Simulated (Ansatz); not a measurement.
**ZrN2H4F2: geometry relaxation**

System: ZrN2H4F2.
Method: RKS r2SCAN/def2-SVP (Ansatz 0.2.0).

It belongs to a series of runs on one base structure; here: start relaxed. Figures and captions count atoms from 1; the log counts them from 0 in places.

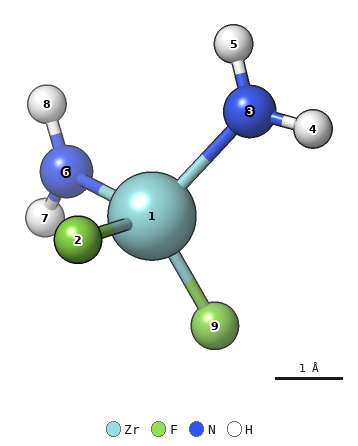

The structure as given in the input (ball-and-stick view, seen at a tilt; atoms are numbered from 1 in the order of the input). Sticks mark near contacts.

## Results in brief

| quantity | value |
| --- | --- |
| outcome | converged |
| total energy | −9756.3684 eV |
| mean-field energy | −9756.3684 eV |
| largest force (length of the vector) at the end | 0.007 eV/Å |
| hardware | 2 threads of Intel Xeon (Granite Rapids), 32 GiB of memory available, shared host |
| wall time | 29 s (CPU time 56 s) |
| peak memory | 0.2 GiB |

## Input file
```yaml
crystal:
  periodic: [false, false, false]
  atoms:
    - { symbol: Zr, position_ang: [0.0, 0.0, 0.0] }
    - { symbol: F, position_ang: [0.0, 0.0, 1.98] }
    - { symbol: "N", position_ang: [2.084, 0.0, -0.7359] }
    - { symbol: H, position_ang: [2.5823, -0.918, -0.9166] }
    - { symbol: H, position_ang: [2.5853, 0.918, -0.9082] }
    - { symbol: "N", position_ang: [-1.0409, 1.8034, -0.7359] }
    - { symbol: H, position_ang: [-2.061, 1.7482, -1.0186] }
    - { symbol: H, position_ang: [-0.5204, 2.7241, -0.8065] }
    - { symbol: F, position_ang: [-0.9326, -1.6157, -0.6593] }
basis:
  gaussian: { orbitals: def2-SVP }
hamiltonian:
  xc: r2scan
relax:
  f_tol: 0.02
  max_steps: 40
output:
  orbitals: {}
```

Run as:
```bash
ansatz run input.yaml --threads 2 --pin off --max-ram 3072MiB --backend cpu --events-out ev --progress --plain --runs-dir out
```

## Log
```
The last accepted step is kept in [file] (removed where the run ends without a failure and the disk answers)
Engine: ansatz 0.2.0, x86_64-unknown-linux-gnu
Functional definition: r2SCAN
  parameter k0 = 0.174
  parameter k1 = 0.065
  parameter a1 = 4.9479
  exchange = r2scan_x(k0 = k0, k1 = k1, a1 = a1)
  correlation = r2scan_c
1150 factors; their error is unknown
mean field evaluation 1: about -9736.7849 eV, gradient 9.6e1 eV
mean field evaluation 2: about -9527.2751 eV, gradient 2.8e2 eV
mean field evaluation 4: about -9754.9535 eV, gradient 1.2e1 eV
mean field evaluation 8: about -9755.3657 eV, gradient 3.0e-1 eV
mean field evaluation 16: about -9755.3247 eV, gradient 1.8e-3 eV
mean field -9755.32472796 eV, -358.5015713561 hartree, gradient 1.6e-5 eV, S^2 0.000000; 0 other end points of the search recorded, 0 dependent functions left out
the calculation of the forces begins
reference -9755.32475988 eV, -358.5015725291 hartree; 24, 24 occupied and 83, 83 virtual orbitals, 1150 factors
relax step   1: F+E_penalty+E_count = -9755.32472796 eV  Δ(F+E_penalty+E_count) = +0.000e0 eV  max|allowed force component| = 2.122e0 eV/Å  Δτ_max = 0.0000 Å  (32 SCF iters, accepted)
these checks for a lower state are left out or cut short: starts, cluster_reference, orbital_swaps, neighbouring_geometries, increment
1150 factors; their error is unknown
mean field -9755.99336707 eV, -358.5261433900 hartree, gradient 9.8e-6 eV, S^2 0.000000; 0 other end points of the search recorded, 0 dependent functions left out
[... from here on the field's lines of each further geometry are left out, up to the last ...]
relax step   2: F+E_penalty+E_count = -9755.99336707 eV  Δ(F+E_penalty+E_count) = -6.686e-1 eV  max|allowed force component| = 2.570e0 eV/Å  Δτ_max = 0.1947 Å  (36 SCF iters, accepted)
relax step   3: F+E_penalty+E_count = -9756.28658171 eV  Δ(F+E_penalty+E_count) = -2.932e-1 eV  max|allowed force component| = 2.723e-1 eV/Å  Δτ_max = 0.0804 Å  (30 SCF iters, accepted)
relax step   4: F+E_penalty+E_count = -9756.30119502 eV  Δ(F+E_penalty+E_count) = -1.461e-2 eV  max|allowed force component| = 4.460e-1 eV/Å  Δτ_max = 0.1312 Å  (29 SCF iters, accepted)
relax step   5: F+E_penalty+E_count = -9756.32442293 eV  Δ(F+E_penalty+E_count) = -2.323e-2 eV  max|allowed force component| = 2.586e-1 eV/Å  Δτ_max = 0.2000 Å  (35 SCF iters, accepted)
relax step   6: F+E_penalty+E_count = -9756.32041204 eV  Δ(F+E_penalty+E_count) = +4.011e-3 eV  max|allowed force component| = 1.024e0 eV/Å  Δτ_max = 0.1953 Å  (35 SCF iters, rejected (line search))
relax step   7: F+E_penalty+E_count = -9756.33854568 eV  Δ(F+E_penalty+E_count) = -1.412e-2 eV  max|allowed force component| = 1.225e-1 eV/Å  Δτ_max = 0.0976 Å  (28 SCF iters, accepted)
relax step   8: F+E_penalty+E_count = -9756.35025423 eV  Δ(F+E_penalty+E_count) = -1.171e-2 eV  max|allowed force component| = 2.243e-1 eV/Å  Δτ_max = 0.0988 Å  (28 SCF iters, accepted)
relax step   9: F+E_penalty+E_count = -9756.36599628 eV  Δ(F+E_penalty+E_count) = -1.574e-2 eV  max|allowed force component| = 7.284e-2 eV/Å  Δτ_max = 0.1500 Å  (29 SCF iters, accepted)
relax step  10: F+E_penalty+E_count = -9756.36620933 eV  Δ(F+E_penalty+E_count) = -2.130e-4 eV  max|allowed force component| = 2.368e-1 eV/Å  Δτ_max = 0.1364 Å  (29 SCF iters, accepted)
relax step  11: F+E_penalty+E_count = -9756.36449087 eV  Δ(F+E_penalty+E_count) = +1.718e-3 eV  max|allowed force component| = 9.508e-2 eV/Å  Δτ_max = 0.1158 Å  (29 SCF iters, rejected (line search))
relax step  12: F+E_penalty+E_count = -9756.36829840 eV  Δ(F+E_penalty+E_count) = -2.089e-3 eV  max|allowed force component| = 5.872e-3 eV/Å  Δτ_max = 0.0377 Å  (29 SCF iters, accepted)
relax step  13: F+E_penalty+E_count = -9756.36823329 eV  Δ(F+E_penalty+E_count) = +6.511e-5 eV  max|allowed force component| = 3.486e-2 eV/Å  Δτ_max = 0.0360 Å  (30 SCF iters, rejected (line search))
the calculation of the forces begins
reference -9756.36843403 eV, -358.5399268466 hartree; 24, 24 occupied and 83, 83 virtual orbitals, 1150 factors
relax step  14: F+E_penalty+E_count = -9756.36840140 eV  Δ(F+E_penalty+E_count) = -1.030e-4 eV  max|allowed force component| = 5.389e-3 eV/Å  Δτ_max = 0.0175 Å  (30 SCF iters, accepted)
1150 factors; their error is unknown
mean field evaluation 128: about -9756.3684 eV, gradient 3.4e-2 eV
```

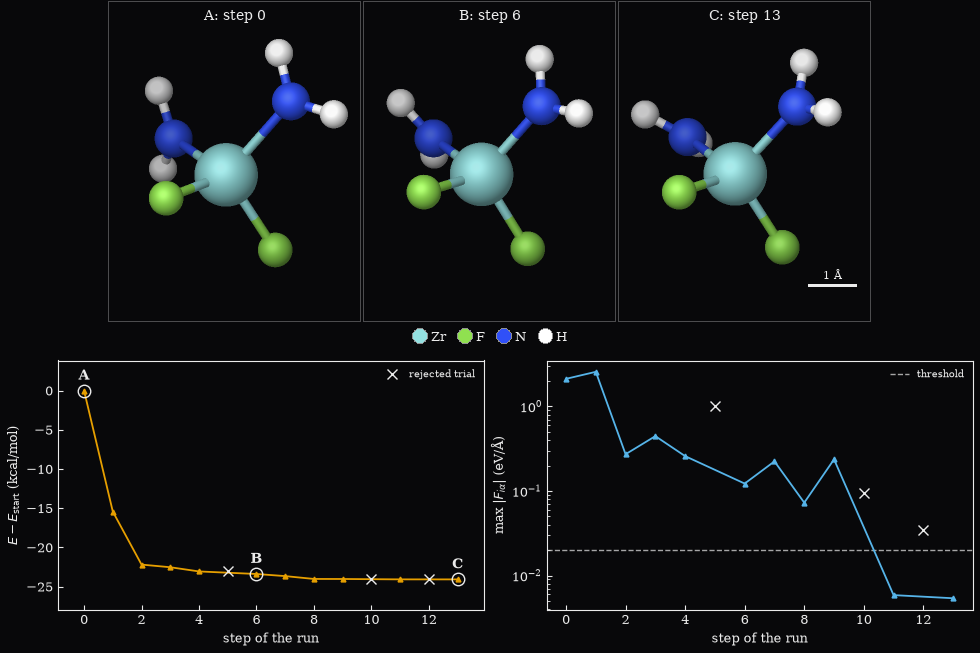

Frames of the relaxation (ball-and-stick view, seen at a tilt) above the curves, on which the letters mark them (the first geometry is step 0 here and step 1 in the log).

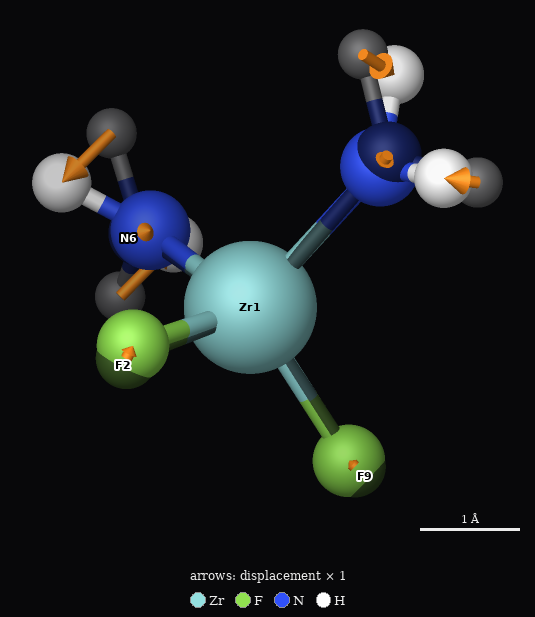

Start (faint) and end (solid) with the displacements as orange arrows, at true length (ball-and-stick view, seen at a tilt). The two geometries are laid on each other by the best rigid fit. The energy falls by 24.1 kcal/mol in 13 geometry steps. Largest force component: 2.1 eV/Å at the start, 0.0054 eV/Å at the end. The line search rejected the trial steps at points 5, 10, 12 (counted from 0) and went back. The largest move after the best rigid fit is that of H7, 0.77 Å. By element the largest moves are H 0.77 Å, N 0.20 Å, F 0.14 Å, Zr 0.03 Å. Distances before and after: Zr1–N3 2.210 → 2.034 Å, Zr1–F2 1.980 → 1.924 Å, N3–H4 1.060 → 1.021 Å. Among the angles that change: H4–N3–H5 120.0° → 107.8°, Zr1–N3–H5 120.0° → 128.3°, Zr1–N6–H7 120.0° → 126.0°. (Atoms are counted from 1 in the order of the input.)

```
mean field -9756.36840140 eV, -358.5399256475 hartree, gradient 1.1e-5 eV, S^2 0.000000; 1 other end points of the search recorded, 0 dependent functions left out
the calculation of the forces begins
reference -9756.36843403 eV, -358.5399268466 hartree; 24, 24 occupied and 83, 83 virtual orbitals, 1150 factors
Total energy: -9756.36843403 eV, -358.5399268466 hartree
Atom 0 at     0.002504     0.030081     0.004191 Å, force    -0.001951     0.002603    -0.001512 eV/Å
Atom 1 at     0.134172     0.048091     1.923393 Å, force    -0.000143    -0.000010    -0.000174 eV/Å
Atom 2 at     1.886035     0.012875    -0.764238 Å, force     0.003766    -0.005389     0.000107 eV/Å
Atom 3 at     2.566955    -0.726791    -0.585795 Å, force    -0.000537     0.003713    -0.001418 eV/Å
Atom 4 at     2.325640     0.699656    -1.374793 Å, force    -0.002285    -0.000383     0.001424 eV/Å
Atom 5 at    -0.888297     1.721488    -0.680115 Å, force    -0.004442     0.001632    -0.000171 eV/Å
Atom 6 at    -1.479581     1.794360    -1.509147 Å, force     0.004841     0.000897     0.005179 eV/Å
Atom 7 at    -0.929529     2.616626    -0.191067 Å, force    -0.000026    -0.003183    -0.003785 eV/Å
Atom 8 at    -0.921199    -1.536387    -0.623429 Å, force     0.000776     0.000120     0.000350 eV/Å
Dipole moment:     0.159957     0.458150    -0.351590 e Å
```

## Trajectory as extended XYZ (Å, eV, eV/Å), 12 of the 14 frames kept, from step=1 to step=14
```
9
Properties=species:S:1:pos:R:3:forces:R:3 step=1 energy=-9755.32473
Zr    0.0000    0.0000    0.0000    0.4560   0.8096  -1.0853
F     0.0000    0.0000    1.9800    0.0061  -0.0130  -1.4770
N     2.0840    0.0000   -0.7359   -2.1224   0.0578   0.7504
H     2.5823   -0.9180   -0.9166   -0.2533   1.8683   0.0980
H     2.5853    0.9180   -0.9082   -0.2250  -1.8842   0.0997
N    -1.0409    1.8034   -0.7359    1.1161  -1.8133   0.7368
H    -2.0610    1.7482   -1.0186    1.6962   0.7687   0.2934
H    -0.5204    2.7241   -0.8065   -1.4737  -1.1845  -0.0873
F    -0.9326   -1.6157   -0.6593    0.8002   1.3906   0.6714
9
Properties=species:S:1:pos:R:3:forces:R:3 step=2 energy=-9755.99337
Zr    0.0530    0.0917   -0.1087   -1.2848  -2.2238   1.4306
F     0.0414    0.0625    1.8124    0.0602   0.1029   0.4721
N     1.8958    0.0338   -0.7088    2.5698   0.3207  -0.8637
H     2.4265   -0.8359   -0.8624    0.0260   0.5577   0.0176
H     2.4862    0.8702   -0.8575   -0.0385  -0.7191  -0.0200
N    -0.9125    1.6579   -0.7196   -1.0026   2.4737  -0.8258
H    -1.9128    1.6577   -0.9677    0.4598   0.3153   0.0658
H    -0.5173    2.6161   -0.7410   -0.5974  -0.4953  -0.1020
F    -0.8636   -1.4940   -0.6477   -0.1925  -0.3321  -0.1746
9
Properties=species:S:1:pos:R:3:forces:R:3 step=3 energy=-9756.28658
Zr    0.0156    0.0275   -0.0819   -0.1761  -0.2723   0.2579
F     0.0380    0.0550    1.8516    0.0201   0.0137  -0.0899
N     1.9328    0.0319   -0.7282    0.1817   0.0546  -0.0489
H     2.4974   -0.8133   -0.8525    0.0380   0.2426  -0.0256
H     2.5090    0.8618   -0.8953    0.0271  -0.2715  -0.0139
N    -0.9299    1.6928   -0.7337   -0.0279   0.1997  -0.0288
H    -1.9173    1.7244   -1.0014    0.1703   0.1628  -0.0150
H    -0.5444    2.6424   -0.7220   -0.2406  -0.1455  -0.0384
F    -0.9045   -1.5625   -0.6375    0.0075   0.0159   0.0025
9
Properties=species:S:1:pos:R:3:forces:R:3 step=5 energy=-9756.32442
Zr    0.0032    0.0204   -0.0318   -0.0913  -0.0503  -0.1867
F     0.0880    0.0573    1.8869    0.0366   0.0435   0.1550
N     1.9121    0.0223   -0.7417    0.0543   0.0188   0.0132
H     2.5143   -0.7990   -0.8200   -0.0290   0.0122   0.0343
H     2.4654    0.8304   -1.0281   -0.0359  -0.0271  -0.0381
N    -0.9325    1.6970   -0.7038    0.2586   0.1768   0.1478
H    -1.7637    1.7322   -1.2891   -0.1060   0.0229  -0.0958
H    -0.6686    2.6616   -0.4765   -0.1084  -0.2001  -0.0120
F    -0.9215   -1.5624   -0.5969    0.0209   0.0034  -0.0178
9
Properties=species:S:1:pos:R:3:forces:R:3 step=6 energy=-9756.32041 accepted=F
Zr   -0.0020    0.0208   -0.0279    0.0167   0.0085  -0.1299
F     0.1173    0.0819    1.8871    0.0026   0.0225   0.1633
N     1.9020    0.0104   -0.7479    0.4200   0.0952  -0.1750
H     2.5358   -0.7997   -0.7263   -0.2054   0.2754   0.0177
H     2.4218    0.7988   -1.1577   -0.2245  -0.3604   0.1306
N    -0.9153    1.7019   -0.7105   -0.2416   0.9570   0.0448
H    -1.6813    1.7497   -1.4087    0.5521   0.0970   0.4912
H    -0.7628    2.6583   -0.3055   -0.2909  -1.0236  -0.5106
F    -0.9189   -1.5621   -0.6036   -0.0291  -0.0716  -0.0321
9
Properties=species:S:1:pos:R:3:forces:R:3 step=7 energy=-9756.33855
Zr   -0.0055    0.0104   -0.0285   -0.0190   0.0239  -0.0699
F     0.0942    0.0639    1.8922    0.0189   0.0102   0.0731
N     1.8997    0.0238   -0.7415    0.1225   0.0237  -0.0403
H     2.5274   -0.7832   -0.7553   -0.0416   0.0601   0.0286
H     2.4177    0.8225   -1.1130   -0.0681  -0.1028   0.0028
N    -0.9112    1.6979   -0.7062    0.0307   0.0619   0.0278
H    -1.7192    1.7475   -1.3276    0.0254   0.0155  -0.0243
H    -0.6865    2.6510   -0.4121   -0.0593  -0.0718   0.0152
F    -0.9199   -1.5737   -0.6091   -0.0095  -0.0208  -0.0129
9
Properties=species:S:1:pos:R:3:forces:R:3 step=8 energy=-9756.35025
Zr   -0.0079    0.0109   -0.0237   -0.0081   0.0016   0.0615
F     0.1082    0.0652    1.8987    0.0037  -0.0024  -0.0157
N     1.8935    0.0209   -0.7446    0.1909   0.0657  -0.1133
H     2.5412   -0.7710   -0.6927   -0.0759   0.1476   0.0016
H     2.3796    0.7989   -1.2010   -0.0970  -0.2243   0.0819
N    -0.9046    1.7018   -0.6996   -0.0723   0.2025  -0.0550
H    -1.6565    1.7625   -1.3935    0.1638   0.0283   0.1222
H    -0.7373    2.6445   -0.3300   -0.0991  -0.2124  -0.0730
F    -0.9193   -1.5736   -0.6145   -0.0059  -0.0066  -0.0103
9
Properties=species:S:1:pos:R:3:forces:R:3 step=9 energy=-9756.36600
Zr   -0.0049    0.0220   -0.0056    0.0728  -0.0251  -0.0036
F     0.1246    0.0574    1.9143   -0.0018  -0.0029   0.0001
N     1.8878    0.0172   -0.7584   -0.0257  -0.0061   0.0086
H     2.5584   -0.7402   -0.6191   -0.0087   0.0066   0.0105
H     2.3457    0.7366   -1.3160   -0.0155  -0.0074  -0.0071
N    -0.8939    1.7125   -0.6882   -0.0012   0.0070  -0.0084
H    -1.5465    1.7797   -1.4701    0.0117   0.0215   0.0009
H    -0.8517    2.6259   -0.2347   -0.0290   0.0058  -0.0022
F    -0.9229   -1.5509   -0.6232   -0.0027   0.0006   0.0012
9
Properties=species:S:1:pos:R:3:forces:R:3 step=10 energy=-9756.36621
Zr    0.0114    0.0288    0.0042   -0.2368   0.0788   0.0775
F     0.1313    0.0462    1.9248    0.0178  -0.0058  -0.0322
N     1.8851    0.0068   -0.7687    0.1175   0.0057  -0.0464
H     2.5851   -0.7042   -0.5553    0.0203  -0.0214  -0.0074
H     2.3036    0.6722   -1.4163    0.0172   0.0100  -0.0024
N    -0.8847    1.7228   -0.6780   -0.0019   0.0164   0.0010
H    -1.4441    1.8172   -1.5277    0.0224  -0.0346   0.0326
H    -0.9650    2.6018   -0.1627    0.0238  -0.0469  -0.0162
F    -0.9259   -1.5315   -0.6211    0.0198  -0.0021  -0.0066
9
Properties=species:S:1:pos:R:3:forces:R:3 step=12 energy=-9756.36830
Zr    0.0036    0.0321    0.0047    0.0018   0.0040  -0.0036
F     0.1361    0.0465    1.9234   -0.0002   0.0007   0.0059
N     1.8861    0.0117   -0.7660   -0.0021  -0.0051   0.0053
H     2.5699   -0.7222   -0.5748    0.0014   0.0019  -0.0051
H     2.3225    0.6894   -1.3887    0.0022   0.0040   0.0005
N    -0.8886    1.7233   -0.6786   -0.0019  -0.0031   0.0004
H    -1.4685    1.7995   -1.5152    0.0002   0.0000   0.0029
H    -0.9438    2.6133   -0.1818    0.0024   0.0029  -0.0040
F    -0.9206   -1.5335   -0.6241   -0.0038  -0.0053  -0.0024
9
Properties=species:S:1:pos:R:3:forces:R:3 step=13 energy=-9756.36823 accepted=F
Zr    0.0023    0.0279    0.0044   -0.0349   0.0077  -0.0012
F     0.1341    0.0489    1.9237    0.0030   0.0012  -0.0003
N     1.8847    0.0133   -0.7657   -0.0006   0.0029   0.0045
H     2.5633   -0.7302   -0.5972    0.0134  -0.0122   0.0027
H     2.3292    0.7105   -1.3603   -0.0002   0.0044  -0.0104
N    -0.8921    1.7180   -0.6790    0.0305   0.0001   0.0122
H    -1.4814    1.7918   -1.5086   -0.0132  -0.0014  -0.0116
H    -0.9196    2.6182   -0.1987   -0.0063  -0.0017   0.0047
F    -0.9237   -1.5386   -0.6196    0.0082  -0.0010  -0.0007
9
Properties=species:S:1:pos:R:3:forces:R:3 step=14 energy=-9756.36840
Zr    0.0025    0.0301    0.0042   -0.0020   0.0026  -0.0015
F     0.1342    0.0481    1.9234   -0.0001   0.0000  -0.0002
N     1.8860    0.0129   -0.7642    0.0038  -0.0054   0.0001
H     2.5670   -0.7268   -0.5858   -0.0005   0.0037  -0.0014
H     2.3256    0.6997   -1.3748   -0.0023  -0.0004   0.0014
N    -0.8883    1.7215   -0.6801   -0.0044   0.0016  -0.0002
H    -1.4796    1.7944   -1.5091    0.0048   0.0009   0.0052
H    -0.9295    2.6166   -0.1911    0.0000  -0.0032  -0.0038
F    -0.9212   -1.5364   -0.6234    0.0008   0.0001   0.0003
```

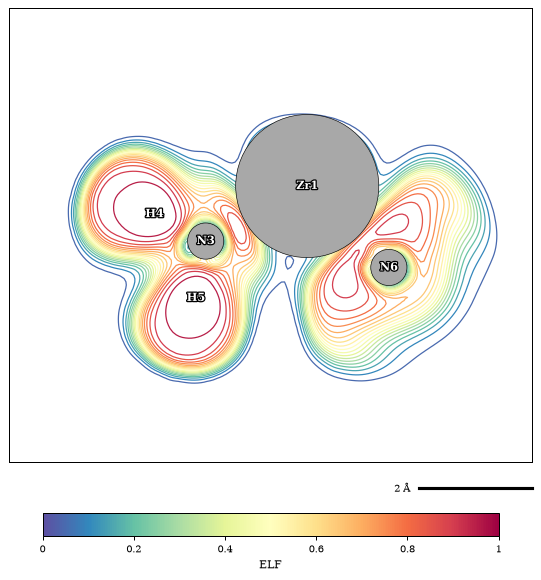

Electron localisation function on the plane of atoms Zr1, N3 and H4. Grey discs, where drawn, cover atomic cores. Atoms in the plane: Zr, N and H. Zr–N (2.03 Å): the ELF peaks at about 0.90 in the valence shell of N, 0.6 Å from its nucleus, and drops to about 0.25 between the two atoms. N–H (1.02 Å): the ELF climbs to about 1 towards the hydrogen, as it does in any bond to H (a covalent bond by its length).

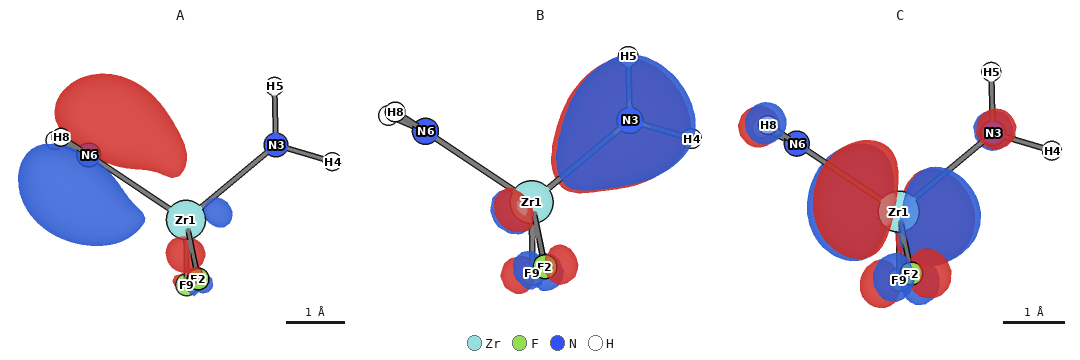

Three frontier orbitals at ±0.15 Å⁻³ᐟ² (blue and red are the two phases). A is the HOMO−1 (−6.59 eV). B is the HOMO (−6.22 eV). C is the LUMO (−0.99 eV). By Hirshfeld shares it lies mainly on Zr1 (70 %). The HOMO–LUMO gap is 5.23 eV between the orbital energies.
